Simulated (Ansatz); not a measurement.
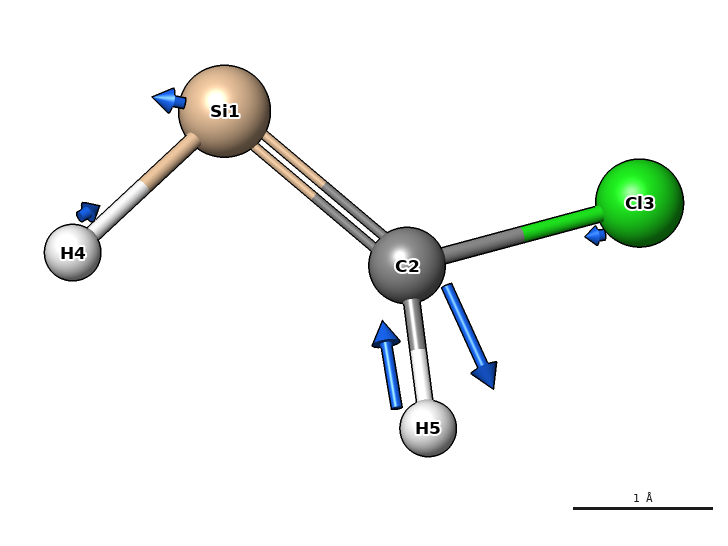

Arrows show the forces on the atoms, 0.2 Å of arrow for 1 eV/Å; forces under a tenth of the largest aren't drawn. Charge −1, singlet. Level of theory: B97M-V/def2-TZVPPD (Ansatz 0.2.0).

On which atom is the force largest, and how large is it?

On C2: 4.24 eV/Å.

Which bond do the forces act along most?

C2–H5, now 1.242 Å: the forces pull its atoms together, so a first step downhill shortens it.

List the force components in the frame of the picture (x right, y up, z towards the viewer), in eV/Å.

```
atom     Fx     Fy     Fz
 Si1  −1.21   0.24   0.32
  C2   1.72  −3.79   0.81
 Cl3  −0.74  −0.08   0.23
  H4   0.76   0.42  −0.42
  H5  −0.53   3.21  −0.94
```
